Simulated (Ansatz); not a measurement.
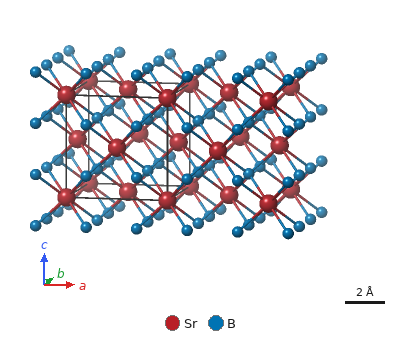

This is the input geometry for a relaxation of crystalline SrB2 (a generated structure, set up in Fm-3m) (coarse preliminary run). A ball-and-stick model of the conventional cell (4 times the calculation's cell), repeated 2 × 1 × 1 with one cell outlined, seen slightly off an axis. Lengths and directions refer to the drawn axes.

The calculation used Ansatz 0.2.0, DFT PBE, scalar-relativistic, plane waves, PAW.

Input file:
```yaml
crystal:
  lattice:
    - [0.0, 2.6542415, 2.6542415]
    - [2.6542415, 0.0, 2.6542415]
    - [2.6542415, 2.6542415, 0.0]
  atoms:
    - { symbol: Sr, position: [0.0, 0.0, 0.0] }
    - { symbol: B, position: [0.25, 0.25, 0.25] }
    - { symbol: B, position: [0.75, 0.75, 0.75] }
basis:
  ecutwfc: 420
kpoints:
  mp_grid: { grid: [6, 6, 6] }
hamiltonian:
  xc: pbe
scf:
  occupations: { method: gaussian, width: 0.1 }
  lower_state_search: "off"
output:
  forces: true
  stress: true
  eigenvalues: true
relax:
  adjacent_minimum: "off"
  f_tol: 0.04
  max_steps: 70
  cell: { stress_tol: 0.4 }
```

Command:
```bash
ansatz run input.yaml --threads 1 --pin off --max-ram 2560MiB --backend cpu --events-out ev --progress --plain --runs-dir out
```

What does the optimiser find from here?

No atom moves by more than 0.005 Å relative to the cell. The drawn cell changes as follows: a = b = c 5.308 → 6.319 Å (+19.0 %); the volume changes by +68.7 %. Near-neighbour distances that change, for instance: Sr1–B2 2.299 → 2.736 Å. The space group stays Fm-3m (No. 225). Over 6 accepted moves (8 points after the start) the energy falls by 2.646 eV per cell of the calculation. All forces vanish by symmetry, so only the cell relaxes. Pressure: 49.69 GPa at the start and 0.10 GPa at the end. The SCF was repeated twice at an unchanged geometry on a basis and grid sized afresh for the cell, which shifted the energy by 67.1 meV per cell of the calculation at most. The run took 5.3 s on 1 thread of Intel(R) Xeon(R) Platinum 8488C (Sapphire Rapids), on a shared host, peak memory 0.36 GiB.

History of the run:

| step | E − E(0), meV/atom | pressure, GPa | volume, Å³/atom | note |
| --- | --- | --- | --- | --- |
| 0 | 0.00 | 49.69 | 12.466 |  |
| 1 | -449.43 | 27.86 | 14.380 |  |
| 2 | -711.59 | 13.45 | 16.479 |  |
| 3 | -834.11 | 4.61 | 18.774 |  |
| 4 | -857.59 | -0.81 | 21.014 |  |
| 5 | -858.71 | -0.06 | 20.646 |  |
| 6 | -881.08 | 0.81 | 20.646 | same geometry, new basis |
| 7 | -882.04 | 0.10 | 21.025 |  |
| 8 | -882.15 | 0.10 | 21.025 | same geometry, new basis |

Final geometry:

```
CELL_PARAMETERS angstrom
0.00000 3.15942 3.15942
3.15942 0.00000 3.15942
3.15942 3.15942 0.00000
ATOMIC_POSITIONS crystal
Sr 0.00000 0.00000 0.00000
B 0.25000 0.25000 0.25000
B 0.75000 0.75000 0.75000
```

The end point in the same view:

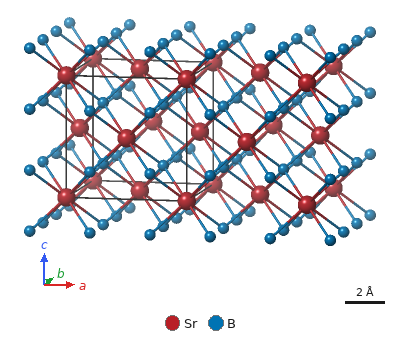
